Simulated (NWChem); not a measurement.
**CH5BN2 (SMILES B1NCN1): levels of theory compared**

Wanted: a comparison of 6 runs (PBE/def2-SVPD, B3LYP/def2-SVPD, M06-2X/def2-SVPD, PBE0/def2-SVPD, SVWN5/def2-SVPD, MP2/def2-SVPD) of CH5BN2. 

The calculation is run with NWChem 7.3.0.

1 further run of the same task is left out (set aside as unsound or not needed).

## Step 1: The molecule

CH5BN2: 9 atoms, total charge 0, spin state singlet. As SMILES, `B1NCN1`. The coordinates come from a PBE0-D4/def2-TZVP relaxation.

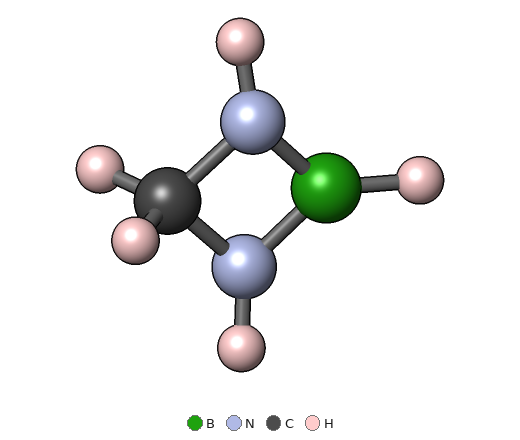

The structure, seen from a chosen angle (boron green, nitrogen light blue, carbon dark grey, hydrogen pink).

## Step 2: Energy and forces at PBE/def2-SVPD (run 1)

geom.xyz reads:

```xyz
9
CH5BN2 gradient
B     -0.538100     0.903800    -0.424200
N      0.763900     0.350100    -0.630900
C      0.430100    -0.702400     0.322000
N     -0.891500    -0.116200     0.513500
H     -1.109600     1.851900    -0.864600
H      1.686500     0.722000    -0.761500
H      0.420000    -1.707100    -0.117100
H      1.046900    -0.704100     1.228600
H     -1.719800    -0.644400     0.717000
```

geom.nw reads:

```
start geom
title "CH5BN2 gradient"
memory total 2200 mb
geometry units angstrom noautosym nocenter noautoz
  load geom.xyz
end
basis spherical bse
  * library def2-SVPD
end
dft
  xc xpbe96 cpbe96
  grid fine
  convergence energy 1e-08
  iterations 100
  mulliken
  print low
end
task dft gradient
```

Run with:

```console
nwchem geom.nw > geom.out
```

The log of the run:

```text
[...]
 d= 0,ls=0.0,diis     1   -175.0843539272 -2.90D+02  2.15D-02  5.75D-01     3.2
[...]
 d= 0,ls=0.0,diis     8   -175.1513660880  2.27D-09  2.81D-06  6.51D-08    21.9
         Total DFT energy =     -175.151366088031
      One electron energy =     -462.826353678174
           Coulomb energy =      198.041056377271
    Exchange-Corr. energy =      -24.963768463279
 Nuclear repulsion energy =      114.597699676151
[...]
      Total Density - Mulliken Population Analysis
     ---------------------------------------------
    Atom       Charge   Shell Charges
 -----------   ------   -------------------------------------------------------
    1 B    5     5.48   1.98  0.87  0.23 -0.04  1.70  0.56  0.12  0.06
    2 N    7     7.01   1.99  1.01  0.38 -0.04  2.48  1.13  0.02  0.04
    3 C    6     5.12   1.98  0.95 -0.33  0.07  2.09  0.35  0.07 -0.06
    4 N    7     7.01   1.99  1.01  0.38 -0.04  2.48  1.13  0.02  0.04
    5 H    1     0.56   0.77 -0.19  0.01 -0.04
    6 H    1     1.23   0.77  0.37  0.04  0.05
    7 H    1     1.18   0.77  0.33  0.02  0.05
    8 H    1     1.18   0.77  0.33  0.02  0.05
    9 H    1     1.23   0.77  0.37  0.04  0.05
[...]
                         DFT ENERGY GRADIENTS
    atom               coordinates                        gradient
                 x          y          z           x          y          z
   1 B      -1.016862   1.707934  -0.801622    0.003271  -0.005391   0.002496
   2 N       1.443562   0.661593  -1.192228   -0.002304   0.001654   0.003913
   3 C       0.812771  -1.327344   0.608492    0.001007  -0.001695   0.000805
   4 N      -1.684691  -0.219586   0.970374    0.001381  -0.000175  -0.004620
   5 H      -2.096840   3.499584  -1.633857    0.003304  -0.005480   0.002546
   6 H       3.187023   1.364382  -1.439026   -0.010832  -0.004301   0.002685
   7 H       0.793685  -3.225951  -0.221287    0.000177   0.009686   0.003907
   8 H       1.978354  -1.330556   2.321717   -0.006097   0.000140  -0.008465
   9 H      -3.249951  -1.217739   1.354934    0.010092   0.005563  -0.003268
 Task  times  cpu:       30.1s     wall:       30.1s
[...]
```

It took 31 s on 1 thread of Intel Xeon Platinum 8488C (Sapphire Rapids), shared host; peak memory 0.12 GiB.

## Step 3: Energy and forces at B3LYP/def2-SVPD (run 2)

ch5bn2.xyz reads:

```xyz
9
CH5BN2
B     -0.538100     0.903800    -0.424200
N      0.763900     0.350100    -0.630900
C      0.430100    -0.702400     0.322000
N     -0.891500    -0.116200     0.513500
H     -1.109600     1.851900    -0.864600
H      1.686500     0.722000    -0.761500
H      0.420000    -1.707100    -0.117100
H      1.046900    -0.704100     1.228600
H     -1.719800    -0.644400     0.717000
```

run.py reads:

```python
from ase.io import read
from ase.calculators.nwchem import NWChem

atoms = read('ch5bn2.xyz')

calc = NWChem(
    label='ch5bn2',
    theory='dft',
    memory='2200 mb',
    basis='def2-SVPD',
    basispar='spherical bse',
    dft={'xc': 'b3lyp', 'mult': '1', 'grid': 'fine', 'convergence': 'energy 1e-08', 'iterations': '100', 'mulliken': None},
)
atoms.calc = calc

forces = atoms.get_forces()
print("Total energy (eV):", round(atoms.get_potential_energy(), 6))
print("forces (eV/A):")
for s, f in zip(atoms.symbols, forces):
    print(f"{s:2s} {f[0]:10.5f} {f[1]:10.5f} {f[2]:10.5f}")
print("dipole (e A):", atoms.get_dipole_moment().round(4))
```

Run with:

```console
export ASE_NWCHEM_COMMAND="nwchem PREFIX.nwi > PREFIX.nwo"
python run.py
```

The log of the run:

```text
Total energy (eV): -4772.41391
forces (eV/A):
B    -0.13699    0.22610   -0.10470
N     0.15026    0.09271   -0.13776
C     0.09760   -0.16049    0.07348
N    -0.20137   -0.00530    0.09832
H    -0.05502    0.09117   -0.04237
H     0.24559    0.10413   -0.10439
H    -0.00525   -0.23901   -0.08423
H     0.15509   -0.00972    0.19952
H    -0.24991   -0.09955    0.10207
dipole (e A): [ 0.1377 -0.2285  0.1063]
```

The calculator wrote ch5bn2.nwi:

```
title "ch5bn2"

permanent_dir ch5bn2

scratch_dir ch5bn2

start ch5bn2

geometry units angstrom nocenter noautosym noautoz
  B  -5.3810000000000002e-01 9.0380000000000005e-01 -4.2420000000000002e-01
  N  7.6390000000000002e-01 3.5010000000000002e-01 -6.3090000000000002e-01
  C  4.3009999999999998e-01 -7.0240000000000002e-01 3.2200000000000001e-01
  N  -8.9149999999999996e-01 -1.1620000000000000e-01 5.1349999999999996e-01
  H  -1.1095999999999999e+00 1.8519000000000001e+00 -8.6460000000000004e-01
  H  1.6865000000000001e+00 7.2199999999999998e-01 -7.6149999999999995e-01
  H  4.1999999999999998e-01 -1.7071000000000001e+00 -1.1710000000000000e-01
  H  1.0468999999999999e+00 -7.0409999999999995e-01 1.2285999999999999e+00
  H  -1.7198000000000000e+00 -6.4439999999999997e-01 7.1699999999999997e-01
end

memory 2200 mb

basis spherical bse noprint
   * library def2-SVPD
end

dft
  xc b3lyp
  mult 1
  grid fine
  convergence energy 1e-08
  iterations 100
  mulliken
end

task dft gradient
```

ch5bn2.nwo, cut to the lines that bear on the results:

```text
[...]
         Total DFT energy =     -175.382977766245
[...]
  wavefunction    = closed shell
                         DFT ENERGY GRADIENTS
    atom               coordinates                        gradient
                 x          y          z           x          y          z
   1 B      -1.016862   1.707934  -0.801622    0.002664  -0.004397   0.002036
   2 N       1.443562   0.661593  -1.192228   -0.002922  -0.001803   0.002679
   3 C       0.812771  -1.327344   0.608492   -0.001898   0.003121  -0.001429
[... 5 lines of this table left out ...]
   9 H      -3.249951  -1.217739   1.354934    0.004860   0.001936  -0.001985
[...]
```

It took 31 s on 1 thread of Intel Xeon Platinum 8488C (Sapphire Rapids), shared host; peak memory 0.12 GiB.

Run 3 isn't shown in full; the table further down has it.

## Step 4: Energy and forces at PBE0/def2-SVPD (run 4)

sp.nw reads:

```
start sp
title "CH5BN2"
memory 2200 mb
charge 0
geometry units angstroms noautosym nocenter noautoz
   B    -0.538100    0.903800   -0.424200
   N     0.763900    0.350100   -0.630900
   C     0.430100   -0.702400    0.322000
   N    -0.891500   -0.116200    0.513500
   H    -1.109600    1.851900   -0.864600
   H     1.686500    0.722000   -0.761500
   H     0.420000   -1.707100   -0.117100
   H     1.046900   -0.704100    1.228600
   H    -1.719800   -0.644400    0.717000
end
basis "ao basis" spherical bse
   B library def2-SVPD
   N library def2-SVPD
   C library def2-SVPD
   H library def2-SVPD
end
dft
   xc pbe0
   grid fine
   convergence energy 1e-08
   maxiter 100
   mulliken
   print medium
end
task dft gradient
```

Run with:

```console
nwchem sp.nw > sp.out
```

The log of the run:

```text
[...]
          Wavefunction type:  closed shell.
          No. of atoms     :     9
          No. of electrons :    30
[...]
          Charge           :     0
          Spin multiplicity:     1
[...]
          AO basis - number of functions:   120
[...]
              XC Information
              --------------
                         PBE0 Method XC Functional
                     Hartree-Fock (Exact) Exchange  0.250
          PerdewBurkeErnzerhof Exchange Functional  0.750
            Perdew 1991 LDA Correlation Functional  1.000 local
           PerdewBurkeErnz. Correlation Functional  1.000 non-local
[...]
 d= 0,ls=0.0,diis     1   -175.1108577917 -2.90D+02  1.52D-02  4.77D-01     3.2
[...]
 d= 0,ls=0.0,diis     8   -175.1694815685 -1.83D-10  1.72D-06  1.72D-08    22.0
         Total DFT energy =     -175.169481568523
      One electron energy =     -462.858804760917
           Coulomb energy =      198.085200347496
    Exchange-Corr. energy =      -24.993576831253
 Nuclear repulsion energy =      114.597699676151
[...]
      Total Density - Mulliken Population Analysis
     ---------------------------------------------
    Atom       Charge   Shell Charges
 -----------   ------   -------------------------------------------------------
    1 B    5     5.30   1.98  0.84  0.19 -0.04  1.65  0.49  0.13  0.06
    2 N    7     7.15   1.99  0.99  0.44 -0.04  2.47  1.26  0.02  0.03
    3 C    6     5.13   1.98  0.93 -0.30  0.07  2.05  0.40  0.07 -0.08
    4 N    7     7.15   1.99  0.99  0.44 -0.04  2.47  1.26  0.02  0.03
    5 H    1     0.68   0.77 -0.07  0.01 -0.03
    6 H    1     1.18   0.76  0.33  0.04  0.05
    7 H    1     1.11   0.77  0.27  0.02  0.05
    8 H    1     1.11   0.77  0.27  0.02  0.05
    9 H    1     1.18   0.76  0.33  0.04  0.05
[...]
  wavefunction    = closed shell
                         DFT ENERGY GRADIENTS
    atom               coordinates                        gradient
                 x          y          z           x          y          z
   1 B      -1.016862   1.707934  -0.801622   -0.000123   0.000227  -0.000112
   2 N       1.443562   0.661593  -1.192228   -0.000926   0.001521  -0.001126
   3 C       0.812771  -1.327344   0.608492    0.002752  -0.004595   0.002156
   4 N      -1.684691  -0.219586   0.970374   -0.001047   0.001702  -0.000395
   5 H      -2.096840   3.499584  -1.633857    0.001873  -0.003106   0.001443
   6 H       3.187023   1.364382  -1.439026   -0.003560  -0.001516   0.001703
   7 H       0.793685  -3.225951  -0.221287    0.000190   0.004499   0.001893
   8 H       1.978354  -1.330556   2.321717   -0.002858  -0.000068  -0.003945
   9 H      -3.249951  -1.217739   1.354934    0.003699   0.001337  -0.001616
[...]
```

It took 31 s on 1 thread of Intel Xeon Platinum 8488C (Sapphire Rapids), shared host; peak memory 0.12 GiB.

Run 5 isn't shown in full; the table further down has it.

## Step 5: Energy and forces at MP2/def2-SVPD (run 6)

ch5bn2.xyz, as its differences from that of step 3:

```diff
@@ -1,3 +1,3 @@
 9
-CH5BN2
+CH5BN2 mp2
 B     -0.538100     0.903800    -0.424200
```

ch5bn2.nw reads:

```
start ch5bn2
title "CH5BN2 mp2"
memory 2200 mb
charge 0
geometry units angstrom noautosym nocenter noautoz
load ch5bn2.xyz
end
basis "ao basis" spherical bse
* library def2-SVPD
end
scf
thresh 1e-08
maxiter 80
print low
end
mp2
freeze core 4
tight
end
task mp2 gradient
```

Run with:

```console
nwchem ch5bn2.nw > ch5bn2.out
```

The log of the run:

```text
[...]
  functions       =   120
[...]
  wavefunction    = RHF
[...]
         Total SCF energy =   -174.265678472651
      One-electron energy =   -462.565191955817
      Two-electron energy =    173.701813807015
 Nuclear repulsion energy =    114.597699676151
        Time for solution =     27.7s
[...]
          Total MP2 energy          -174.844441947058
[...]
                         mp2 ENERGY GRADIENTS
    atom               coordinates                        gradient
                 x          y          z           x          y          z
   1 B      -1.016862   1.707934  -0.801622    0.005631  -0.009320   0.004322
   2 N       1.443562   0.661593  -1.192228   -0.006142   0.000381   0.003216
   3 C       0.812771  -1.327344   0.608492   -0.002984   0.004920  -0.002264
   4 N      -1.684691  -0.219586   0.970374    0.004179   0.002825  -0.004728
   5 H      -2.096840   3.499584  -1.633857    0.000924  -0.001532   0.000712
   6 H       3.187023   1.364382  -1.439026   -0.006014  -0.002532   0.002320
   7 H       0.793685  -3.225951  -0.221287    0.000560   0.003341   0.001892
   8 H       1.978354  -1.330556   2.321717   -0.002174  -0.000658  -0.003133
   9 H      -3.249951  -1.217739   1.354934    0.006020   0.002577  -0.002338
[...]
```

Run time: 69 s. Hardware: 1 thread of Intel Xeon Platinum 8488C (Sapphire Rapids), shared host; peak memory 0.5 GiB.

## Step 6: Overview of the runs

```csv
run,level,integration grid,iteration cap,energy (Eh),largest force (eV/Å),wall time
1,PBE/def2-SVPD,fine,100,-175.151366,0.616,31 s
2,B3LYP/def2-SVPD,fine,100,-175.382978,0.288,31 s
3,M06-2X/def2-SVPD,fine,100,-175.295807,0.211,38 s
4,PBE0/def2-SVPD,fine,100,-175.169482,0.297,31 s
5,SVWN5/def2-SVPD,fine,100,-173.837759,0.953,26 s
6,MP2/def2-SVPD,–,80,-174.844442,0.602,69 s
```

## Step 7: Outcome

| quantity | value |
| --- | --- |
| run 6: total energy | -174.84444 Eh |
| run 6: dipole moment (of the density that the program reports) | 1.42 D |
| run 6: correlation energy (4 core orbitals frozen) | -578.8 mEh |
| run 6: largest force on an atom | 0.602 eV/Å |

Over runs 2, 3, 4, 5, 6 the dipole moment (its size) runs from 1.34 D (M06-2X/def2-SVPD) to 1.56 D (SVWN5/def2-SVPD). Over runs 2, 3, 4, 5 the HOMO–LUMO gap runs from 5.79 eV (SVWN5/def2-SVPD) to 9.28 eV (M06-2X/def2-SVPD). Totals of different functionals can't be ranked against each other. All runs together took 3.8 min, the longest 69 s.
